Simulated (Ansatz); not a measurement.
**HfZrRh4, from a guessed structure to a relaxed one**

Starting from a made-up structure for HfZrRh4, the aim is the relaxed cell, its shortest contacts and, where a second run follows, its electronic structure.

Calculated with Ansatz 0.2.0; DFT, PBE, plane-wave PAW, files of the set soft_1, scalar-relativistic, no spin, cell and ions relaxed at zero pressure; PAW set soft_1.

## Step 1: Set-up

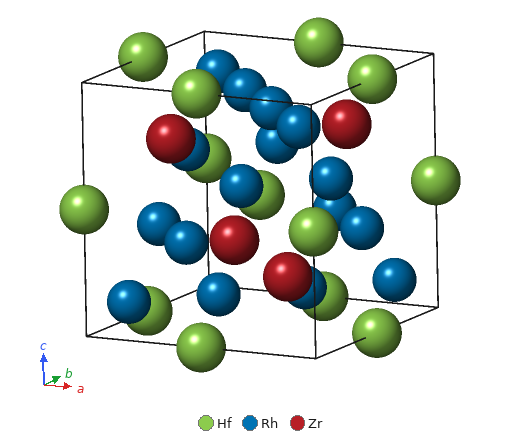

Start, viewed slightly off an axis; hafnium green, rhodium blue, zirconium red. This picture shows the conventional cell, with its axes. Some periodic images of atoms are drawn too.

## Step 2: Relaxation of the guess

The guess takes its coordinates from another compound and its volume from a rule, so the cell and any free coordinates are relaxed together.

File input.yaml:

```yaml
crystal:
  lattice:
    - [0.0, 3.5685, 3.5685]
    - [3.5685, 0.0, 3.5685]
    - [3.5685, 3.5685, 0.0]
  atoms:
    - { symbol: Hf, position: [0.5, 0.5, 0.5] }
    - { symbol: Rh, position: [0.3675, 0.8775, 0.8775] }
    - { symbol: Rh, position: [0.8775, 0.8775, 0.8775] }
    - { symbol: Rh, position: [0.8775, 0.8775, 0.3675] }
    - { symbol: Rh, position: [0.8775, 0.3675, 0.8775] }
    - { symbol: Zr, position: [0.25, 0.25, 0.25] }
kpoints:
  mp_grid: { grid: [7, 7, 7] }
scf:
  occupations: { method: fermi_dirac, width: 0.05 }
hamiltonian:
  xc: pbe
  pseudopotentials: { kind: paw, azcp: { folder: soft_1 } }
relax:
  f_tol: 0.015
  max_steps: 70
  cell: {}
output:
  forces: true
  stress: true
```

The run is started by

```
ansatz run input.yaml --threads 4 --pin off --max-ram 10240MiB --backend cpu --events-out ev --progress --plain --runs-dir out
```

Numbers of over 12 decimals in the logs are rounded to 6 here.

The program printed:

```text
Engine: ansatz 0.2.0, x86_64-unknown-linux-gnu
Pseudopotentials: kind: paw
Pseudopotential: Hf, paw, valence charge 26, recommended cutoff 420 eV (normal), soft_1/Hf.paw.azcp
Pseudopotential: Rh, paw, valence charge 17, recommended cutoff 420 eV (normal), soft_1/Rh.paw.azcp
Pseudopotential: Zr, paw, valence charge 12, recommended cutoff 420 eV (normal), soft_1/Zr.paw.azcp
Functional definition: PBE
  parameter kappa = 0.804
  parameter beta = 0.066725
  exchange = pbe_x(kappa = kappa, mu = beta*pi^2/3)
  correlation = pbe_c(beta = beta)
Crystal: 6 atoms, lattice volume = 90.884 Å³
Basis set: ecut = 420 eV, 1807 PW (Γ), exchange–correlation on 72×72×72 points (8 copies of the dense FFT grid, shifted against one another)
Bands: 64, of which v1, the nominal top of the filled ones, is band 53 counted from 1 (52 counted from 0)
Symmetry: 24 space group operations
Space group: F-43m (ITA 216), of the structure as read, at distance tolerance 4.5e-5 Å
k-points: 20 of 343 (time reversal used)
Non-local potential: Hf, projectors of the file, l = 0: 3, l = 1: 2, l = 2: 2, l = 3: 3
Non-local potential: Rh, projectors of the file, l = 0: 3, l = 1: 2, l = 2: 2, l = 3: 1
Non-local potential: Zr, projectors of the file, l = 0: 3, l = 1: 2, l = 2: 2, l = 3: 1
PAW form: soft (Blöchl's): semilocal exchange-correlation on the pseudo side does not see the compensation charge
PAW one-centre angular grid: Hf, 590 points (default); XC on 64 Gauss nodes
PAW one-centre angular grid: Rh, 590 points (default); XC on 64 Gauss nodes
PAW one-centre angular grid: Zr, 590 points (default); XC on 64 Gauss nodes
Initial density: superposition of atomic densities (chi_scale 0.1, normalization cell, long waves kept (reshape's long-wave potential 0.00 eV rms))
Initial wavefunctions: pseudopotential atomic-orbital guess
Functional: x = pbe(κ = 0.804, μ = 0.219515), c = pbe(β = 0.066725)
SCF iter   1: F=—  HF=-45549.582957 eV  |F-HF|=—  |Δ(HF+E_count)|=         —  Δρ=3.67e-1  dr2=2.83e2  ethr=3.10e-3  ⟨swp⟩=5.4  Hψ=3923  notcnv=0  defer=1
preconditioner: auto → Kerker (q_TF=auto, 2.799 Å⁻¹)  [metal: Δε(μ)=0.031 eV  Ē_g=11.231 eV  σ=0.050 eV  W_gap=0.15  n_scr=26 (ndim 8)  ℏωp=31.2 eV  f_vac=0.000  D(μ)=10.89/eV (n_scr^D=168)]
SCF iter   2: F=—  HF=-45527.178530 eV  |F-HF|=—  |Δ(HF+E_count)|=    2.24e1  Δρ=1.74e-1  dr2=7.29e1  ethr=3.10e-3  ⟨swp⟩=3.0  Hψ=2903  notcnv=0  defer=21
SCF iter   3: F=—  HF=-45521.545346 eV  |F-HF|=—  |Δ(HF+E_count)|=    5.63e0  Δρ=4.34e-2  dr2=1.30e0  ethr=3.10e-3  ⟨swp⟩=3.3  Hψ=2562  notcnv=0  defer=30
SCF iter   4: F=—  HF=-45520.890074 eV  |F-HF|=—  |Δ(HF+E_count)|=   6.55e-1  Δρ=1.89e-2  dr2=2.07e-1  ethr=1.23e-3  ⟨swp⟩=2.8  Hψ=2693  notcnv=0  defer=32
SCF iter   5: F=—  HF=-45520.821918 eV  |F-HF|=—  |Δ(HF+E_count)|=   6.82e-2  Δρ=8.75e-3  dr2=1.41e-1  ethr=1.96e-4  ⟨swp⟩=2.0  Hψ=2375  notcnv=0  defer=32
SCF iter   6: F=—  HF=-45520.813276 eV  |F-HF|=—  |Δ(HF+E_count)|=   8.64e-3  Δρ=2.72e-3  dr2=7.97e-3  ethr=1.33e-4  ⟨swp⟩=2.0  Hψ=1425  notcnv=0  defer=32
SCF iter   7: F=—  HF=-45520.812388 eV  |F-HF|=—  |Δ(HF+E_count)|=   8.88e-4  Δρ=6.28e-4  dr2=3.42e-4  ethr=7.52e-6  ⟨swp⟩=2.1  Hψ=1842  notcnv=0  defer=32
SCF iter   8: F=—  HF=-45520.812434 eV  |F-HF|=—  |Δ(HF+E_count)|=   4.57e-5  Δρ=3.31e-4  dr2=1.10e-4  ethr=3.23e-7  ⟨swp⟩=2.0  Hψ=1798  notcnv=0  defer=32
SCF iter   9: F=—  HF=-45520.812423 eV  |F-HF|=—  |Δ(HF+E_count)|=   1.14e-5  Δρ=1.22e-4  dr2=1.80e-5  ethr=1.04e-7  ⟨swp⟩=2.0  Hψ=1557  notcnv=0  defer=32
SCF iter  10: F=—  HF=-45520.812439 eV  |F-HF|=—  |Δ(HF+E_count)|=   1.67e-5  Δρ=2.30e-5  dr2=1.13e-6  ethr=1.70e-8  ⟨swp⟩=2.4  Hψ=2111  notcnv=0  defer=32
SCF iter  11: F=-45520.812439 eV  HF=-45520.812439 eV  |F-HF|=1.96e-8  |Δ(HF+E_count)|=   1.24e-7  Δρ=3.86e-6  dr2=2.38e-8  ethr=9.43e-11  ⟨swp⟩=3.0  Hψ=4618  notcnv=0
SCF 1 converged in 11 iterations: F = -45520.812439 eV  dr2 = 2.38e-8
  greatest PAW one-centre occupation: 1.000 electrons in one spin orbital (limit 2), on the Rh atom at site 3 (counted from 0), in its partial waves of l = 0
relax step   1: F+E_penalty+E_count = -45520.81243922 eV  Δ(F+E_penalty+E_count) = +0.000e0 eV  max|allowed force component| = 9.996e-1 eV/Å  Δτ_max = 0.0000 Å  P = +23.130 GPa  Ω = 90.884 Å³  (11 SCF iters, dr2 threshold 1.00e-7 eV, accepted)
Crystal: 6 atoms, lattice volume = 104.845 Å³
Basis set: ecut = 420 eV, 2085 PW (Γ), exchange–correlation on 72×72×72 points (8 copies of the dense FFT grid, shifted against one another)
Initial density: handed on by an earlier stage of this run
Initial wavefunctions: those handed on with the density
SCF iter   1: F=—  HF=-45522.203475 eV  |F-HF|=—  |Δ(HF+E_count)|=         —  Δρ=5.56e-2  dr2=8.66e0  ethr=3.10e-3  ⟨swp⟩=5.5  Hψ=4127  notcnv=0  defer=1
preconditioner: auto → Kerker (q_TF=auto, 2.733 Å⁻¹)  [metal: Δε(μ)=0.033 eV  Ē_g=11.262 eV  σ=0.050 eV  W_gap=0.16  n_scr=26 (ndim 8)  ℏωp=30.3 eV  f_vac=0.000  D(μ)=5.53/eV (n_scr^D=58)]
SCF iter   2: F=—  HF=-45521.533679 eV  |F-HF|=—  |Δ(HF+E_count)|=   6.70e-1  Δρ=2.54e-2  dr2=2.14e0  ethr=3.10e-3  ⟨swp⟩=2.0  Hψ=1627  notcnv=0  defer=34
SCF iter   3: F=—  HF=-45521.406107 eV  |F-HF|=—  |Δ(HF+E_count)|=   1.28e-1  Δρ=8.67e-3  dr2=1.58e-1  ethr=2.02e-3  ⟨swp⟩=2.0  Hψ=2127  notcnv=0  defer=36
SCF iter   4: F=—  HF=-45521.292809 eV  |F-HF|=—  |Δ(HF+E_count)|=   1.13e-1  Δρ=4.34e-3  dr2=1.64e-2  ethr=1.49e-4  ⟨swp⟩=2.4  Hψ=2542  notcnv=0  defer=37
SCF iter   5: F=—  HF=-45521.289769 eV  |F-HF|=—  |Δ(HF+E_count)|=   3.04e-3  Δρ=1.70e-3  dr2=7.20e-3  ethr=1.55e-5  ⟨swp⟩=2.5  Hψ=2476  notcnv=0  defer=37
SCF iter   6: F=—  HF=-45521.288905 eV  |F-HF|=—  |Δ(HF+E_count)|=   8.64e-4  Δρ=3.06e-4  dr2=1.29e-4  ethr=6.79e-6  ⟨swp⟩=2.0  Hψ=1899  notcnv=0  defer=37
SCF iter   7: F=—  HF=-45521.288924 eV  |F-HF|=—  |Δ(HF+E_count)|=   1.96e-5  Δρ=1.03e-4  dr2=2.16e-5  ethr=1.21e-7  ⟨swp⟩=2.0  Hψ=2232  notcnv=0  defer=37
SCF iter   8: F=—  HF=-45521.288922 eV  |F-HF|=—  |Δ(HF+E_count)|=   2.69e-6  Δρ=3.91e-5  dr2=2.68e-6  ethr=2.04e-8  ⟨swp⟩=2.0  Hψ=1748  notcnv=0  defer=37
SCF iter   9: F=-45521.288921 eV  HF=-45521.288921 eV  |F-HF|=3.49e-8  |Δ(HF+E_count)|=   5.64e-7  Δρ=5.02e-6  dr2=2.19e-8  ethr=5.66e-10  ⟨swp⟩=4.9  Hψ=4924  notcnv=0
SCF 2 converged in 9 iterations: F = -45521.288921 eV  dr2 = 2.19e-8
  greatest PAW one-centre occupation: 1.000 electrons in one spin orbital (limit 2), on the Rh atom at site 4 (counted from 0), in its partial waves of l = 0
relax step   2: F+E_penalty+E_count = -45521.28892099 eV  Δ(F+E_penalty+E_count) = -4.765e-1 eV  max|allowed force component| = 2.057e-1 eV/Å  Δτ_max = 0.0223 Å  P = -9.587 GPa  Ω = 104.845 Å³  energy of the carried Pulay correction = -9.560e-3 eV  (9 SCF iters, dr2 threshold 6.00e-7 eV, accepted)
Crystal: 6 atoms, lattice volume = 100.439 Å³
Basis set: ecut = 420 eV, 1989 PW (Γ), exchange–correlation on 72×72×72 points (8 copies of the dense FFT grid, shifted against one another)
iter 1 solved again at ethr=7.57e-4 eV; its pass at ethr=3.10e-3 eV (dr2=8.02e-1 eV) is discarded
SCF iter   1: F=—  HF=-45521.532858 eV  |F-HF|=—  |Δ(HF+E_count)|=         —  Δρ=1.74e-2  dr2=8.03e-1  ethr=7.57e-4  ⟨swp⟩=1.9  Hψ=5269  notcnv=0
preconditioner: auto → Kerker (q_TF=auto, 2.753 Å⁻¹)  [metal: Δε(μ)=0.013 eV  Ē_g=9.357 eV  σ=0.050 eV  W_gap=0.06  n_scr=26 (ndim 8)  ℏωp=29.6 eV  f_vac=0.000  D(μ)=6.39/eV (n_scr^D=58)]
SCF iter   2: F=—  HF=-45521.479068 eV  |F-HF|=—  |Δ(HF+E_count)|=   5.38e-2  Δρ=8.26e-3  dr2=2.06e-1  ethr=7.57e-4  ⟨swp⟩=1.2  Hψ=1284  notcnv=0
SCF iter   3: F=—  HF=-45521.461657 eV  |F-HF|=—  |Δ(HF+E_count)|=   1.74e-2  Δρ=1.59e-3  dr2=4.47e-3  ethr=1.95e-4  ⟨swp⟩=2.4  Hψ=2037  notcnv=0
SCF iter   4: F=—  HF=-45521.459381 eV  |F-HF|=—  |Δ(HF+E_count)|=   2.28e-3  Δρ=8.79e-4  dr2=1.85e-3  ethr=4.22e-6  ⟨swp⟩=3.0  Hψ=2094  notcnv=0
SCF iter   5: F=—  HF=-45521.458951 eV  |F-HF|=—  |Δ(HF+E_count)|=   4.31e-4  Δρ=3.00e-4  dr2=6.03e-5  ethr=1.75e-6  ⟨swp⟩=2.0  Hψ=2148  notcnv=0
SCF iter   6: F=—  HF=-45521.458930 eV  |F-HF|=—  |Δ(HF+E_count)|=   2.06e-5  Δρ=1.35e-4  dr2=1.24e-5  ethr=5.69e-8  ⟨swp⟩=3.0  Hψ=2708  notcnv=0
SCF iter   7: F=—  HF=-45521.458916 eV  |F-HF|=—  |Δ(HF+E_count)|=   1.43e-5  Δρ=2.77e-5  dr2=6.47e-7  ethr=1.17e-8  ⟨swp⟩=3.0  Hψ=2451  notcnv=0
SCF iter   8: F=—  HF=-45521.458915 eV  |F-HF|=—  |Δ(HF+E_count)|=   5.30e-7  Δρ=1.07e-5  dr2=9.86e-8  ethr=5.66e-10  ⟨swp⟩=4.9  Hψ=4986  notcnv=0
SCF iter   9: F=-45521.458915 eV  HF=-45521.458915 eV  |F-HF|=6.55e-10  |Δ(HF+E_count)|=   3.06e-7  Δρ=1.15e-6  dr2=1.54e-9  ethr=9.30e-11  ⟨swp⟩=4.0  Hψ=4389  notcnv=0
SCF 3 converged in 9 iterations: F = -45521.458915 eV  dr2 = 1.54e-9
  greatest PAW one-centre occupation: 1.000 electrons in one spin orbital (limit 2), on the Rh atom at site 1 (counted from 0), in its partial waves of l = 0
relax step   3: F+E_penalty+E_count = -45521.45891505 eV  Δ(F+E_penalty+E_count) = -1.700e-1 eV  max|allowed force component| = 1.947e-1 eV/Å  Δτ_max = 0.0022 Å  P = -2.028 GPa  Ω = 100.439 Å³  energy of the carried Pulay correction = -6.693e-3 eV  (9 SCF iters, dr2 threshold 6.00e-7 eV, accepted)
[...]
relax step   4: F+E_penalty+E_count = -45521.47286712 eV  Δ(F+E_penalty+E_count) = -1.395e-2 eV  max|allowed force component| = 5.201e-3 eV/Å  Δτ_max = 0.0098 Å  P = -0.165 GPa  Ω = 99.495 Å³  energy of the carried Pulay correction = -6.062e-3 eV  (7 SCF iters, dr2 threshold 6.00e-7 eV, accepted)
[...]
relax step   5: F+E_penalty+E_count = -45521.47296730 eV  Δ(F+E_penalty+E_count) = -1.002e-4 eV  max|allowed force component| = 5.501e-5 eV/Å  Δτ_max = 0.0003 Å  P = -0.001 GPa  Ω = 99.415 Å³  energy of the carried Pulay correction = -6.008e-3 eV  (6 SCF iters, dr2 threshold 6.78e-8 eV, accepted)
Initial wavefunctions: pseudopotential atomic-orbital guess (no wavefunctions were taken with the density)
iter 1 solved again at ethr=4.15e-7 eV; its pass at ethr=3.10e-3 eV (dr2=4.40e-4 eV) is discarded
SCF iter   1: F=—  HF=-45521.452385 eV  |F-HF|=—  |Δ(HF+E_count)|=         —  Δρ=3.24e-3  dr2=2.86e-4  ethr=4.15e-7  ⟨swp⟩=3.0  Hψ=6828  notcnv=0
preconditioner: auto → Kerker (q_TF=auto, 2.758 Å⁻¹)  [metal: Δε(μ)=0.043 eV  Ē_g=11.449 eV  σ=0.050 eV  W_gap=0.21  n_scr=26 (ndim 8)  ℏωp=31.2 eV  f_vac=0.000  D(μ)=5.82/eV (n_scr^D=58)]
SCF iter   2: F=—  HF=-45521.472069 eV  |F-HF|=—  |Δ(HF+E_count)|=   1.97e-2  Δρ=1.65e-3  dr2=6.43e-5  ethr=2.70e-7  ⟨swp⟩=2.5  Hψ=1761  notcnv=0
SCF iter   3: F=—  HF=-45521.478326 eV  |F-HF|=—  |Δ(HF+E_count)|=   6.26e-3  Δρ=3.51e-4  dr2=4.14e-6  ethr=6.06e-8  ⟨swp⟩=2.0  Hψ=1600  notcnv=0
SCF iter   4: F=—  HF=-45521.478593 eV  |F-HF|=—  |Δ(HF+E_count)|=   2.68e-4  Δρ=3.47e-5  dr2=6.83e-7  ethr=3.90e-9  ⟨swp⟩=2.2  Hψ=2176  notcnv=0
SCF iter   5: F=—  HF=-45521.478593 eV  |F-HF|=—  |Δ(HF+E_count)|=   3.67e-9  Δρ=8.14e-6  dr2=6.91e-8  ethr=6.45e-10  ⟨swp⟩=2.0  Hψ=2219  notcnv=0
SCF iter   6: F=—  HF=-45521.478594 eV  |F-HF|=—  |Δ(HF+E_count)|=   4.23e-8  Δρ=2.01e-6  dr2=1.10e-8  ethr=6.51e-11  ⟨swp⟩=2.0  Hψ=2244  notcnv=0
SCF iter   7: F=—  HF=-45521.478594 eV  |F-HF|=—  |Δ(HF+E_count)|=   1.11e-9  Δρ=3.10e-7  dr2=1.67e-10  ethr=1.04e-11  ⟨swp⟩=1.1  Hψ=1281  notcnv=0
SCF iter   8: F=-45521.478594 eV  HF=-45521.478594 eV  |F-HF|=1.46e-11  |Δ(HF+E_count)|=    0.00e0  Δρ=6.76e-8  dr2=4.11e-12  ethr=1.00e-12  ⟨swp⟩=4.0  Hψ=4237  notcnv=0
SCF 6 converged in 8 iterations: F = -45521.478594 eV  dr2 = 4.11e-12
relax step   6: F+E_penalty+E_count = -45521.47859350 eV  Δ(F+E_penalty+E_count) = -5.626e-3 eV  max|allowed force component| = 3.437e-5 eV/Å  Δτ_max = 0.0000 Å  P = -0.010 GPa  Ω = 99.415 Å³  stress off target by 9.89e-3 GPa  SCF on the basis re-selected at this cell (its energy is not comparable with the rows above)  (8 SCF iters)
basis re-selected at this cell: Δ(F+E_penalty+E_count) = -5.626e-3 eV, ΔP = -0.009 GPa vs the last step (what re-selecting the basis moved, of the pressure what is left beyond the Pulay correction that the steps carried, after the strain that the cell walked since its last selection, with what the two solves' SCF thresholds leave and, on support functions, any second-order correction that the steps lacked; it is no m [...]
SCF converged after 8 iterations
Free energy (F): -45521.478594 eV
Harris-Foulkes:  -45521.478594 eV  (|F-HF|=1.46e-11)
Internal energy: -45521.429310 eV  (E = F + TS)
E sigma→0 (E₀):  -45521.453952 eV
Entropy (-TS):   -0.049284 eV (-8.214 meV/atom)
Fermi energy:    19.887379 eV
--- Per-component energies (eV) ---
  E_band       = -516.121730
  E_kinetic    = 2873.587440
  E_local      = -13766.137440  (includes V_loc(G=0)·N_el)
  E_nonlocal   = 1324.439063
  E_hartree    = 5907.172809
  E_xc         = -1230.048941
  E_vxc        = -1452.654811  (∫ρ·V_xc dr)
  E_paw        = -25074.243385  (= ΣΔE_a)
  E_vpaw       = -1309.702143  (= ΣTr[D̂ρ^β])
  E_aug_tail   = 0.000463  (compensation charges beyond the density's cutoff)
  E_ewald      = -15556.199318
  E_smearing   = -0.049284  (= −TS)
  E_closure    = -0.000000  (closes the sum)
  Σ components = -45521.478594   (vs F -45521.478594, Δ=0.00e0)
--- Forces (eV/Å), atoms counted from 1 ---
  atom   1  Hf     0.00000000    -0.00000000    -0.00000000
  atom   2  Rh     0.00003437    -0.00003437    -0.00003437
  atom   3  Rh     0.00003437     0.00003437     0.00003437
  atom   4  Rh    -0.00003437    -0.00003437     0.00003437
  atom   5  Rh    -0.00003437     0.00003437    -0.00003437
  atom   6  Zr    -0.00000000     0.00000000     0.00000000
  max |Σ_I F_I| component: 5.52e-17 eV/Å
--- Stress (GPa, compression-positive) ---
       -0.009893       0.000000       0.000000
        0.000000      -0.009893      -0.000000
        0.000000       0.000000      -0.009893
  P = ⅓ Tr σ = -0.0099 GPa (-0.099 kbar)
--- Relaxed structure (5 steps of the walk, 5 accepted, 1 SCFs on fresh bases) ---
  F+E_penalty+E_count = -45521.47859350 eV   max|allowed force component| = 3.437e-5 eV/Å   (the final SCF, on the basis selected at the relaxed cell)
  cell:  # Å, volume = 99.4146 Å³
    - [0, 3.676829, 3.676829]
    - [3.676829, 0, 3.676829]
    - [3.676829, 3.676829, 0]
  atoms:
    - { symbol: Hf, position: [0.500000, 0.500000, 0.500000] }
    - { symbol: Rh, position: [0.375760, 0.874747, 0.874747] }
    - { symbol: Rh, position: [0.874747, 0.874747, 0.874747] }
    - { symbol: Rh, position: [0.874747, 0.874747, 0.375760] }
    - { symbol: Rh, position: [0.874747, 0.375760, 0.874747] }
    - { symbol: Zr, position: [0.250000, 0.250000, 0.250000] }
```

The job ended after 6.1 s (4 threads of AMD EPYC 9B45 (Zen 5), shared host; peak memory 0.57 GiB).

The steps of the relaxation:

| step | energy less that of the first step (eV) | largest force component (eV/Å) | pressure (GPa) | volume (Å³) |
| --- | --- | --- | --- | --- |
| 1 | 0.0000 | 0.9996 | 23.13 | 90.88 |
| 2 | -0.4765 | 0.2057 | -9.59 | 104.84 |
| 3 | -0.6465 | 0.1947 | -2.03 | 100.44 |
| 4 | -0.6604 | 0.0052 | -0.16 | 99.49 |
| 5 | -0.6605 | 0.0001 | 0.00 | 99.41 |
| 6* | -0.6662 | 0.0000 | -0.01 | 99.41 |

Relaxation steps marked * repeat the geometry before them on a plane-wave basis chosen anew for their cell, so energy and pressure can jump there.

Forces are held to the 24 operations that the run works with; a distortion that breaks them can't arise in this run.

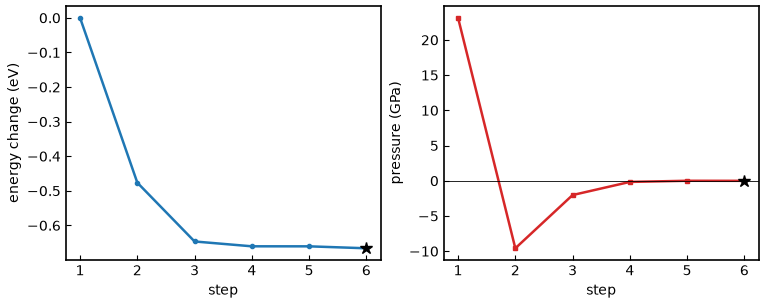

Energy and pressure along the relaxation. Stars mark steps on a basis chosen anew.

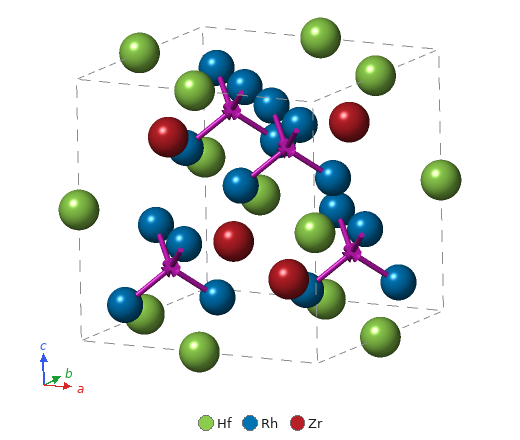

Displacements in the relaxation, exaggerated, measured against the changing cell; the longest in the cell stands for 0.04 Å. Some periodic images of atoms are drawn too.

| conventional cell, symmetrised | before | after | change |
| --- | --- | --- | --- |
| a (Å) | 7.137 | 7.354 | +3.0 % |
| b (Å) | 7.137 | 7.354 | +3.0 % |
| c (Å) | 7.137 | 7.354 | +3.0 % |
| volume (Å³/atom) | 15.15 | 16.57 | +9.4 % |

The atoms that moved most (Å, as changes of fractional coordinates times the final cell):

```
atom      dx      dy      dz  length
 Rh2  -0.020   0.020   0.020   0.035
 Rh5   0.020  -0.020   0.020   0.035
 Rh4   0.020   0.020  -0.020   0.035
 Rh3  -0.020  -0.020  -0.020   0.035
```

The relaxed structure:

```
Hf Rh Zr
1.0
     0.00000    3.67683    3.67683
     3.67683    0.00000    3.67683
     3.67683    3.67683    0.00000
Hf Rh Zr
1 4 1
Direct
  0.50000 0.50000 0.50000
  0.37576 0.87475 0.87475
  0.87475 0.87475 0.87475
  0.87475 0.87475 0.37576
  0.87475 0.37576 0.87475
  0.25000 0.25000 0.25000
```

Numbers from this step:

| Property | Result |
| --- | --- |
| free energy | -45521.4786 eV |
| energy at zero smearing | -45521.4540 eV |
| smearing term TS | 0.04928 eV |
| Fermi energy | 19.89 eV |
| electrons | 106 |
| symmetry operations | 24 |
| pressure | -0.009893 GPa |

Shortest distances by pair of elements, guess and relaxed (not always the same contact):

| pair | guess (Å) | relaxed (Å) |
| --- | --- | --- |
| Rh–Rh | 2.473 | 2.595 |
| Hf–Rh | 2.964 | 3.048 |
| Rh–Zr | 2.954 | 3.049 |
| Hf–Zr | 3.090 | 3.184 |
| Hf–Hf | 5.047 | 5.200 |

The relaxation ends with a largest force component of 3.4e-5 eV/Å and a pressure of -0.01 GPa.

## Step 3: Summary of results

```json
{
 "space group, relaxed": "F-43m",
 "conventional cell": "a = 7.354, b = 7.354, c = 7.354 Å; α = 90.0°, β = 90.0°, γ = 90.0°",
 "volume per atom": "16.57 Å³ (guess 15.15)"
}
```

HfZrRh4 relaxes to F-43m with a = 7.354, b = 7.354 and c = 7.354 Å. The guessed volume was 9 % too small. The space group F-43m was held in the relaxation, so the end point is a stationary structure within it and may be a saddle against distortions or other arrangements. Mesh and cutoff weren't tested. Spin-orbit coupling is left out, which can matter for elements this heavy. No dispersion term is used, so weakly bound directions may come out too long. The runs have no spin, and magnetism wasn't tested. Nothing here tests whether the compound is stable against decomposition.

[Logs are printed without paths, hosts, clocks, repeated set-up lines and the standing remarks that a program may print on its own settings, such as how far it seeks lower states.]

[Hosts, paths, dates, database ids (printed as entryN), source tags and the programs' standing remarks are cut or masked in the printed files.]
